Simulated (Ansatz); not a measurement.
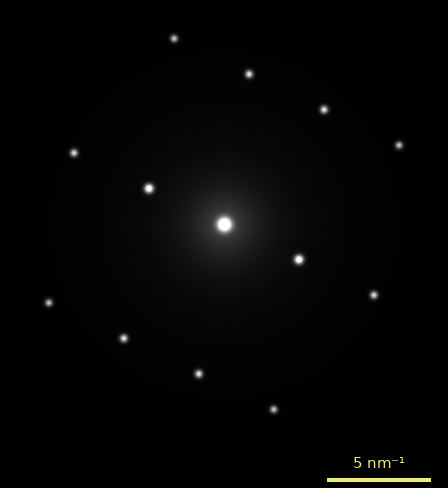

Simulated selected-area electron diffraction pattern (300 kV, kinematic approximation, thin crystal, B = 0.3 Å² for all atoms).

Phase: PtAu2, space group Fddd (No. 70), a = 4.90 Å, b = 8.39 Å, c = 9.85 Å. Structure: coordinates from a relaxation with DFT, PAW plane waves, r2scan, spin-orbit (Ansatz 0.2.0); the starting structure was generated, so it need not be a known form of this composition.

Q: Determine the zone axis from the geometry of the pattern.

A: The spots form a centred rectangular net whose two shortest vectors correspond to d = 2.46 Å and 1.34 Å, 74.2° apart. They index as 0 0 4 and 0 6 2, so the zone axis is ±[100].

Q: List the strongest reflections.

A: Strongest reflections with d > 0.98 Å, one of each family (|F|² from tabulated Gaussian fits of the electron scattering factors, times a small damping for the curvature of the Ewald sphere):

| hkl | d (Å) | I (strongest = 100) |
| --- | --- | --- |
| 0 0 4 | 2.463 | 100 |
| 0 6 2 | 1.345 | 35 |
| 0 0 8 | 1.232 | 29 |
| 0 6 6 | 1.064 | 20 |
